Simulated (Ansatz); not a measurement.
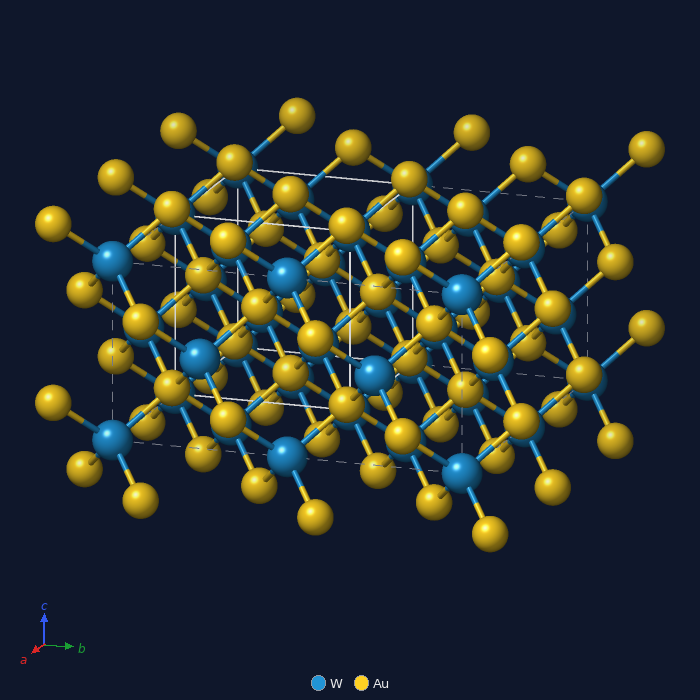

System WAu (space group F-43m, No. 216); source of the atomic positions: the end point of a relaxation with DFT PBE, scalar-relativistic, plane waves, PAW (Ansatz); the starting structure was generated, so it need not be a known form of this composition.

Bonds are taken as Au–W below 2.8 Å; no other contact counts. Atoms with one bond or none are removed and atoms with two bonds are replaced by edges, until no such atom is left.

What kind of net remains, and which atoms are its nodes?

Answer. A uninodal 4-connected, three-periodic net: W and Au are 4-connected nodes.

Name the underlying net.

Answer. It is the dia net, known from diamond, zinc blende and cristobalite.

Is the net interpenetrated?

Answer. It is a single net, without interpenetration.

How many nodes does the smallest cycle have?

Answer. Six.

The simplified net, drawn on the atoms' positions. Nodes are coloured by element. Edges to nodes outside the piece are drawn as stubs.

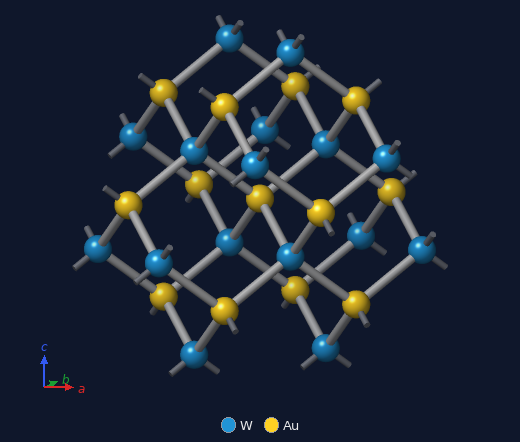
